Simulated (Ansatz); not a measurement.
# C2H4B2O: how energies converge with the basis set

Aim: see how fast density functionals converge with the basis set for C2H4B2O.

Method: one geometry, several basis sets; program: Ansatz 0.2.0, Gaussian basis.

The runs, in order: PBE0-D4/def2-SVP; ωB97M-V/def2-SVP; PBE0-D4/def2-QZVPP; ωB97M-V/def2-QZVPP; the functionals' def2-TZVPP values are taken from earlier runs.

## 1. The relaxed structure

All runs share one geometry, relaxed beforehand with PBE0-D4 in a triple-zeta def2 set.

9 atoms, charge 0, spin multiplicity 1.

Atoms are counted from 1 here; the program's logs count them from 0.

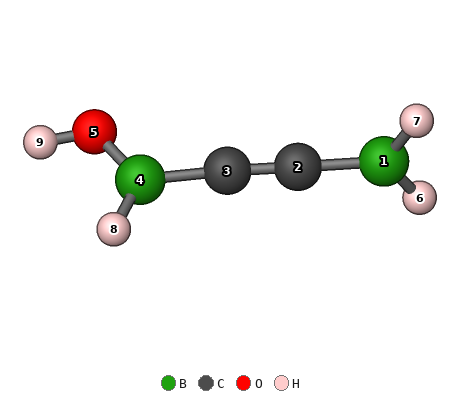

The structure; boron green, carbon dark grey, oxygen red, hydrogen pink; atoms are numbered from 1 in the order of the file.

## 2. PBE0-D4 in def2-SVP

Input file in.yaml:

```yaml
crystal:
  periodic: [false, false, false]
  atoms:
    - {symbol: B, position_ang: [1.290100, -0.110867, 2.188111]}
    - {symbol: C, position_ang: [0.501541, -0.019673, 0.926932]}
    - {symbol: C, position_ang: [-0.135204, 0.047393, -0.113639]}
    - {symbol: B, position_ang: [-0.988582, 0.182058, -1.358655]}
    - {symbol: O, position_ang: [-0.583006, -0.401423, -2.508233]}
    - {symbol: H, position_ang: [1.091930, -1.010001, 2.947892]}
    - {symbol: H, position_ang: [2.115372, 0.716214, 2.432751]}
    - {symbol: H, position_ang: [-2.010821, 0.806644, -1.297215]}
    - {symbol: H, position_ang: [-1.192932, -0.256546, -3.235143]}
basis:
  gaussian: {orbitals: def2-SVP}
hamiltonian: {xc: pbe0, dispersion: d4}
output: {orbitals: {seedname: orbitals}}
```

On the command line:

```
> ansatz run in.yaml --threads 2 --pin off --events-out ev --progress --plain --max-ram 4352MiB
```

After this run come: ωB97M-V in def2-SVP; PBE0-D4 in def2-QZVPP; ωB97M-V in def2-QZVPP.

**Question.** What will the summary of the whole plan be? Wanted: PBE0-D4: double and triple zeta above quadruple; ωB97M-V: double and triple zeta above quadruple.

The runs gave:

| quantity | value |
| --- | --- |
| PBE0-D4: double and triple zeta above quadruple | 6.57, 0.32 eV |
| ωB97M-V: double and triple zeta above quadruple | 6.81, 0.29 eV |

What this shows: PBE0-D4 gains 6.25 eV from double to triple zeta, then 0.32 eV more. These are total energies; as a rule much of such shifts cancels in differences, which this series doesn't test.
